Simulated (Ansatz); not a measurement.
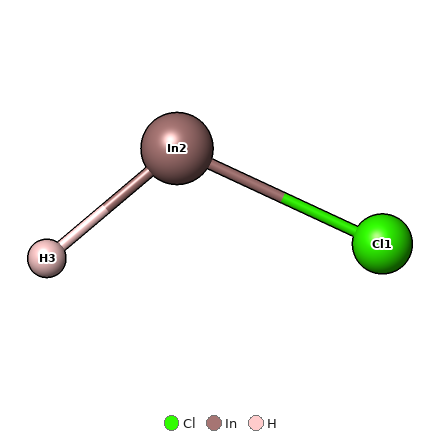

The system is ClHIn, SMILES [Cl][InH], spin multiplicity 2; the picture shows the reference structure. The first coordinate is: angle Cl1–In2–H3; the second: change of the bonds In2–Cl1, In2–H3, all alike. Nothing is relaxed (all other coordinates rigid). The scan uses a 15 × 15 grid. Points are written as (first, second). Energies: eV, counted from the relaxed molecule at the same level. Level of theory: UKS PBE-D4/def2-TZVP (Ansatz).

Its coordinates:

```csv
atom,x (Å),y (Å),z (Å)
Cl,-1.6697,0.4019,-0.8778
In,0.4132,0.5517,0.2891
H,1.2456,-1.0183,0.5755
```

Range: angle Cl1–In2–H3 from 70.2 to 160.2°; change of the bonds In2–Cl1, In2–H3, all alike from −0.231 to 0.356 Å.

### What will the energy surface look like?

The lowest grid point is at (115.2°, 0.021 Å), 0.0036 eV from the relaxed molecule at the same level. No other kind of well shows on this grid. The highest grid point, (70.2°, −0.231 Å), lies 1.54 eV above the lowest. Round the minimum the two coordinates are nearly uncoupled.

```
second ↓, first →  70.2  76.6  83.0  89.5  95.9  102.3  108.8  115.2  121.6  128.1  134.5  140.9  147.3  153.8  160.2
            0.356  0.78  0.76  0.73  0.70  0.66   0.64   0.62   0.61   0.61   0.62   0.64   0.66   0.69   0.72   0.75
            0.314  0.71  0.68  0.64  0.60  0.56   0.53   0.51   0.50   0.51   0.52   0.54   0.57   0.60   0.64   0.67
            0.272  0.64  0.60  0.56  0.51  0.47   0.43   0.41   0.40   0.41   0.42   0.45   0.48   0.52   0.56   0.60
            0.231  0.58  0.54  0.48  0.42  0.38   0.34   0.32   0.31   0.32   0.33   0.36   0.40   0.45   0.50   0.54
            0.189  0.53  0.47  0.41  0.35  0.29   0.26   0.23   0.22   0.23   0.25   0.28   0.33   0.38   0.44   0.49
            0.147  0.50  0.42  0.35  0.28  0.22   0.18   0.15   0.14   0.15   0.18   0.21   0.26   0.32   0.39   0.45
            0.105  0.47  0.39  0.30  0.22  0.16   0.11   0.09   0.08   0.09   0.11   0.15   0.21   0.27   0.35   0.43
            0.063  0.47  0.37  0.27  0.18  0.12   0.07   0.04   0.03   0.04   0.07   0.11   0.17   0.25   0.33   0.42
            0.021  0.49  0.38  0.27  0.17  0.10   0.04   0.01   0.00   0.01   0.04   0.09   0.16   0.24   0.33   0.43
           −0.021  0.55  0.41  0.29  0.19  0.11   0.05   0.02   0.00   0.01   0.05   0.10   0.17   0.25   0.36   0.47
           −0.063  0.64  0.49  0.35  0.24  0.15   0.09   0.05   0.04   0.05   0.08   0.13   0.21   0.30   0.41   0.54
           −0.105  0.77  0.60  0.45  0.33  0.24   0.17   0.13   0.11   0.12   0.15   0.21   0.28   0.38   0.50   0.64
           −0.147  0.96  0.77  0.61  0.48  0.37   0.30   0.25   0.23   0.24   0.27   0.32   0.40   0.51   0.63   0.78
           −0.189  1.21  1.01  0.83  0.68  0.57   0.49   0.44   0.41   0.42   0.45   0.50   0.58   0.68   0.81   0.96
           −0.231  1.54  1.31  1.12  0.96  0.84   0.75   0.69   0.66   0.66   0.69   0.74   0.82   0.92   1.05   1.20
```

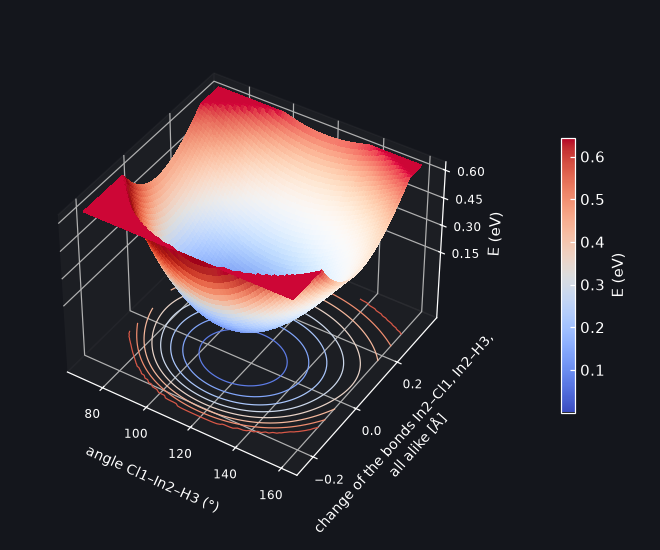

In the figure: a relief with its contours projected below, any walls above the top of the colour scale cut off. Between grid points the surface is interpolated.

The whole map (225 points run) took 17 min on 1 thread of Arm Neoverse V1, on a shared host.
